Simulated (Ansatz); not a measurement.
## Si2NH5OF: geometry relaxation (part 2 of 2)

Si2NH5OF, multiplicity 2; UKS PBE0-D4/def2-TZVP (Ansatz 0.2.0). 

Geometry of the input (Å):
```
Si -1.0449  -1.2913  0.0526
N  -0.9573  0.2195  0.8843
Si 0.2890  0.8144  1.9223
O  -2.4862  -2.0259  0.3740
F  0.1091  -2.1733  0.7609
H  -1.7880  0.7898  0.8153
H  0.1829  2.2961  1.9914
H  0.2079  0.2784  3.3089
H  1.6211  0.4420  1.3787
H  -2.6779  -2.2171  1.2978
```

Trajectory as extended XYZ, continued
```
10
Properties=species:S:1:pos:R:3:forces:R:3 step=5 energy=-22084.02446
Si   -1.0547   -1.2966    0.1439    0.0131  -0.0478   0.0122
N    -0.9900    0.1814    1.0061   -0.0044   0.0066  -0.0002
Si    0.3273    0.8374    1.9352   -0.0133  -0.0168  -0.0020
O    -2.4979   -2.0543    0.2799    0.0254   0.0260   0.0067
F     0.1073   -2.1799    0.8126    0.0057   0.0205  -0.0124
H    -1.7619    0.8108    0.8356   -0.0018   0.0123   0.0032
H     0.1762    2.3151    1.9499   -0.0084   0.0035   0.0012
H     0.3112    0.3431    3.3368    0.0074   0.0030   0.0044
H     1.6255    0.4695    1.3207    0.0001  -0.0075  -0.0087
H    -2.7873   -2.2938    1.1656   -0.0238   0.0002  -0.0045
10
Properties=species:S:1:pos:R:3:forces:R:3 step=6 energy=-22084.02517
Si   -1.0421   -1.3055    0.1566    0.0218  -0.0164   0.0099
N    -0.9922    0.1709    1.0229   -0.0285   0.0171   0.0015
Si    0.3308    0.8396    1.9342   -0.0002  -0.0156  -0.0068
O    -2.4910   -2.0551    0.2578   -0.0180  -0.0026   0.0576
F     0.1058   -2.1877    0.8497    0.0113  -0.0029  -0.0099
H    -1.7617    0.8016    0.8459   -0.0012  -0.0025  -0.0007
H     0.1556    2.3152    1.9537    0.0086  -0.0048   0.0017
H     0.3488    0.3434    3.3354   -0.0035   0.0012  -0.0066
H     1.6211    0.4855    1.2939    0.0022   0.0112   0.0049
H    -2.8193   -2.2751    1.1361    0.0076   0.0152  -0.0517
10
Properties=species:S:1:pos:R:3:forces:R:3 step=7 energy=-22084.02544
Si   -1.0376   -1.3108    0.1608    0.0096  -0.0045  -0.0016
N    -0.9944    0.1666    1.0260   -0.0082   0.0175   0.0043
Si    0.3306    0.8382    1.9328    0.0086   0.0084   0.0014
O    -2.4886   -2.0568    0.2546   -0.0153  -0.0099   0.0508
F     0.1091   -2.1907    0.8585    0.0042  -0.0031  -0.0038
H    -1.7628    0.7977    0.8454    0.0041  -0.0086  -0.0013
H     0.1524    2.3132    1.9577   -0.0052  -0.0025   0.0010
H     0.3562    0.3393    3.3329   -0.0018  -0.0052  -0.0105
H     1.6227    0.4989    1.2873   -0.0072  -0.0063   0.0036
H    -2.8318   -2.2627    1.1304    0.0113   0.0142  -0.0439
10
Properties=species:S:1:pos:R:3:forces:R:3 step=8 energy=-22084.02565
Si   -1.0330   -1.3151    0.1624   -0.0020   0.0084  -0.0048
N    -0.9942    0.1661    1.0216    0.0074   0.0156   0.0031
Si    0.3292    0.8382    1.9307    0.0036  -0.0158   0.0066
O    -2.4850   -2.0586    0.2592   -0.0107  -0.0172   0.0331
F     0.1161   -2.1899    0.8625   -0.0031  -0.0011  -0.0003
H    -1.7637    0.7952    0.8389    0.0070  -0.0089  -0.0034
H     0.1450    2.3122    1.9652   -0.0026  -0.0041   0.0027
H     0.3569    0.3250    3.3255   -0.0029   0.0084  -0.0022
H     1.6229    0.5046    1.2854   -0.0077   0.0036  -0.0053
H    -2.8384   -2.2447    1.1350    0.0108   0.0109  -0.0294
10
Properties=species:S:1:pos:R:3:forces:R:3 step=9 energy=-22084.02551 accepted=F
Si   -1.0340   -1.3250    0.1589    0.1132  -0.0540   0.0184
N    -0.9880    0.1569    1.0161   -0.0749   0.0412  -0.0192
Si    0.3260    0.8346    1.9332    0.0267  -0.0139   0.0064
O    -2.4808   -2.0754    0.2725   -0.0004   0.0121  -0.0136
F     0.1288   -2.1956    0.8474   -0.0655   0.0479  -0.0337
H    -1.7500    0.7913    0.8168    0.0275  -0.0197   0.0119
H     0.1234    2.3055    1.9805   -0.0076   0.0015  -0.0006
H     0.3582    0.3112    3.3236   -0.0048  -0.0019   0.0004
H     1.6241    0.5252    1.2861    0.0065  -0.0003  -0.0025
H    -2.8519   -2.1959    1.1511   -0.0208  -0.0129   0.0325
10
Properties=species:S:1:pos:R:3:forces:R:3 step=10 energy=-22084.02585
Si   -1.0316   -1.3193    0.1604    0.0052  -0.0026   0.0067
N    -0.9914    0.1639    1.0162   -0.0045   0.0024  -0.0043
Si    0.3283    0.8344    1.9314   -0.0097   0.0057  -0.0015
O    -2.4821   -2.0647    0.2669   -0.0043  -0.0089   0.0142
F     0.1228   -2.1900    0.8575   -0.0102   0.0070  -0.0052
H    -1.7583    0.7944    0.8276    0.0080  -0.0039   0.0004
H     0.1346    2.3068    1.9746    0.0029   0.0011  -0.0001
H     0.3537    0.3168    3.3242    0.0066  -0.0048  -0.0029
H     1.6229    0.5126    1.2825    0.0000  -0.0003   0.0064
H    -2.8431   -2.2220    1.1449    0.0059   0.0044  -0.0138
10
Properties=species:S:1:pos:R:3:forces:R:3 step=11 energy=-22084.02593
Si   -1.0312   -1.3249    0.1585    0.0234  -0.0165   0.0136
N    -0.9893    0.1622    1.0075   -0.0166   0.0071  -0.0027
Si    0.3244    0.8319    1.9316    0.0149  -0.0004  -0.0042
O    -2.4792   -2.0734    0.2777   -0.0109  -0.0045   0.0265
F     0.1302   -2.1891    0.8531   -0.0220   0.0164  -0.0106
H    -1.7522    0.7947    0.8096    0.0098  -0.0005   0.0040
H     0.1238    2.3030    1.9868   -0.0055  -0.0015   0.0017
H     0.3544    0.3001    3.3188   -0.0073  -0.0018  -0.0002
H     1.6235    0.5245    1.2849    0.0026   0.0001  -0.0022
H    -2.8487   -2.1961    1.1579    0.0115   0.0016  -0.0259
10
Properties=species:S:1:pos:R:3:forces:R:3 step=12 energy=-22084.02601
Si   -1.0316   -1.3256    0.1591    0.0147  -0.0092   0.0051
N    -0.9886    0.1633    1.0048   -0.0115   0.0014  -0.0071
Si    0.3249    0.8313    1.9305    0.0028  -0.0016   0.0059
O    -2.4794   -2.0742    0.2807   -0.0027  -0.0017   0.0126
F     0.1302   -2.1883    0.8543   -0.0151   0.0117  -0.0048
H    -1.7496    0.7971    0.8043    0.0077   0.0012   0.0027
H     0.1209    2.3017    1.9916   -0.0009  -0.0014  -0.0017
H     0.3520    0.2944    3.3159    0.0005  -0.0014  -0.0012
H     1.6250    0.5275    1.2840    0.0009   0.0018  -0.0012
H    -2.8482   -2.1945    1.1612    0.0037  -0.0009  -0.0103
10
Properties=species:S:1:pos:R:3:forces:R:3 step=13 energy=-22084.02612
Si   -1.0322   -1.3280    0.1605   -0.0121   0.0089  -0.0069
N    -0.9871    0.1664    0.9965   -0.0028  -0.0085  -0.0082
Si    0.3244    0.8288    1.9294   -0.0071   0.0009   0.0036
O    -2.4798   -2.0762    0.2887    0.0083   0.0004  -0.0033
F     0.1296   -2.1854    0.8603    0.0042  -0.0019   0.0079
H    -1.7416    0.8048    0.7868    0.0042   0.0022   0.0013
H     0.1130    2.2977    2.0039    0.0024  -0.0036   0.0018
H     0.3497    0.2763    3.3089    0.0075   0.0029  -0.0056
H     1.6268    0.5384    1.2809    0.0000   0.0012   0.0045
H    -2.8470   -2.1901    1.1703   -0.0045  -0.0026   0.0049
10
Properties=species:S:1:pos:R:3:forces:R:3 step=14 energy=-22084.02625
Si   -1.0335   -1.3344    0.1629   -0.0376   0.0240  -0.0142
N    -0.9840    0.1704    0.9803   -0.0008  -0.0065  -0.0097
Si    0.3229    0.8245    1.9262   -0.0106   0.0064   0.0177
O    -2.4805   -2.0820    0.3033    0.0150   0.0046  -0.0039
F     0.1284   -2.1819    0.8732    0.0222  -0.0141   0.0182
H    -1.7257    0.8174    0.7515    0.0122  -0.0067   0.0037
H     0.0946    2.2894    2.0324    0.0065  -0.0122  -0.0061
H     0.3513    0.2431    3.2940    0.0079   0.0023  -0.0155
H     1.6312    0.5627    1.2759   -0.0084   0.0049   0.0056
H    -2.8489   -2.1763    1.1868   -0.0064  -0.0027   0.0042
10
Properties=species:S:1:pos:R:3:forces:R:3 step=15 energy=-22084.02634
Si   -1.0336   -1.3385    0.1656   -0.0353   0.0235  -0.0090
N    -0.9819    0.1721    0.9724   -0.0092  -0.0031  -0.0100
Si    0.3221    0.8225    1.9252   -0.0048   0.0086   0.0090
O    -2.4809   -2.0849    0.3095    0.0125   0.0069   0.0073
F     0.1265   -2.1812    0.8849    0.0193  -0.0120   0.0151
H    -1.7161    0.8239    0.7324    0.0189  -0.0149   0.0052
H     0.0837    2.2849    2.0474    0.0049  -0.0185  -0.0009
H     0.3556    0.2221    3.2847    0.0062   0.0080  -0.0185
H     1.6326    0.5803    1.2711   -0.0104   0.0032   0.0090
H    -2.8522   -2.1685    1.1932   -0.0022  -0.0018  -0.0072
10
Properties=species:S:1:pos:R:3:forces:R:3 step=16 energy=-22084.02643
Si   -1.0335   -1.3426    0.1692   -0.0179   0.0110   0.0022
N    -0.9803    0.1729    0.9667   -0.0122   0.0025  -0.0077
Si    0.3219    0.8216    1.9234    0.0045   0.0063   0.0091
O    -2.4819   -2.0869    0.3126    0.0087   0.0091   0.0151
F     0.1229   -2.1822    0.9000    0.0053  -0.0018   0.0037
H    -1.7073    0.8287    0.7158    0.0203  -0.0186   0.0052
H     0.0728    2.2807    2.0627    0.0025  -0.0194  -0.0018
H     0.3644    0.2046    3.2750    0.0002   0.0084  -0.0176
H     1.6342    0.5986    1.2655   -0.0125   0.0039   0.0062
H    -2.8575   -2.1626    1.1953    0.0010  -0.0013  -0.0144
10
Properties=species:S:1:pos:R:3:forces:R:3 step=17 energy=-22084.02650
Si   -1.0328   -1.3462    0.1731    0.0001  -0.0016   0.0102
N    -0.9785    0.1727    0.9637   -0.0100   0.0008  -0.0049
Si    0.3227    0.8208    1.9222    0.0045   0.0103   0.0027
O    -2.4830   -2.0872    0.3136    0.0045   0.0081   0.0143
F     0.1187   -2.1845    0.9143   -0.0068   0.0068  -0.0063
H    -1.6992    0.8316    0.7039    0.0142  -0.0148   0.0032
H     0.0629    2.2764    2.0747    0.0015  -0.0139   0.0001
H     0.3728    0.1913    3.2673    0.0010   0.0050  -0.0141
H     1.6353    0.6161    1.2587   -0.0102   0.0002   0.0080
H    -2.8631   -2.1582    1.1948    0.0012  -0.0009  -0.0133
10
Properties=species:S:1:pos:R:3:forces:R:3 step=18 energy=-22084.02653
Si   -1.0317   -1.3495    0.1773    0.0118  -0.0100   0.0098
N    -0.9769    0.1721    0.9619   -0.0044   0.0067  -0.0001
Si    0.3231    0.8220    1.9207    0.0098  -0.0079   0.0015
O    -2.4840   -2.0863    0.3138    0.0013   0.0043   0.0051
F     0.1147   -2.1873    0.9274   -0.0117   0.0092  -0.0104
H    -1.6930    0.8326    0.6944    0.0040  -0.0075  -0.0005
H     0.0539    2.2741    2.0848    0.0010  -0.0073   0.0008
H     0.3825    0.1799    3.2588   -0.0047   0.0071  -0.0025
H     1.6360    0.6300    1.2543   -0.0058   0.0059  -0.0001
H    -2.8688   -2.1549    1.1929   -0.0013  -0.0006  -0.0037
10
Properties=species:S:1:pos:R:3:forces:R:3 step=19 energy=-22084.02656
Si   -1.0314   -1.3516    0.1787    0.0081  -0.0081   0.0033
N    -0.9755    0.1711    0.9606    0.0018   0.0048   0.0024
Si    0.3239    0.8214    1.9200    0.0016   0.0024   0.0042
O    -2.4850   -2.0856    0.3146   -0.0007   0.0009   0.0018
F     0.1130   -2.1896    0.9312   -0.0065   0.0054  -0.0061
H    -1.6895    0.8323    0.6897    0.0008  -0.0031  -0.0008
H     0.0497    2.2715    2.0903   -0.0008  -0.0001  -0.0022
H     0.3853    0.1767    3.2564   -0.0004  -0.0018  -0.0017
H     1.6370    0.6389    1.2519   -0.0024  -0.0005  -0.0002
H    -2.8717   -2.1523    1.1929   -0.0014   0.0000  -0.0007
10
Properties=species:S:1:pos:R:3:forces:R:3 step=20 energy=-22084.02657
Si   -1.0311   -1.3520    0.1787    0.0015  -0.0021  -0.0005
N    -0.9748    0.1709    0.9603    0.0017   0.0008   0.0023
Si    0.3239    0.8214    1.9205   -0.0022   0.0016  -0.0030
O    -2.4850   -2.0853    0.3154   -0.0004  -0.0005   0.0005
F     0.1134   -2.1900    0.9304   -0.0007   0.0007  -0.0014
H    -1.6889    0.8318    0.6892   -0.0011  -0.0005  -0.0010
H     0.0487    2.2713    2.0901   -0.0003   0.0012   0.0015
H     0.3849    0.1756    3.2562    0.0010  -0.0004   0.0006
H     1.6368    0.6398    1.2520    0.0016  -0.0012   0.0010
H    -2.8720   -2.1509    1.1936   -0.0011   0.0003   0.0001
```

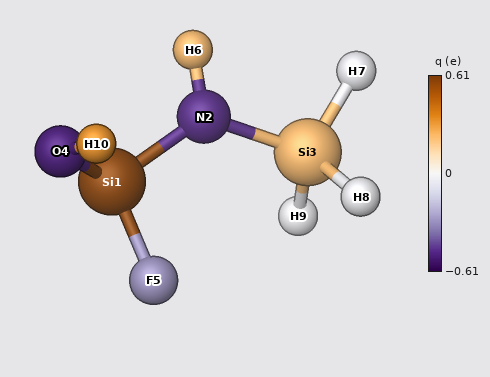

Mulliken charges, as the colour of each atom (ball-and-stick view, seen at a tilt; atoms are numbered from 1 in the order of the input; Mulliken charges depend strongly on the basis). By element: Si +0.24 to +0.58, N −0.49, O −0.50, F −0.30 and H −0.03 to +0.32 e.
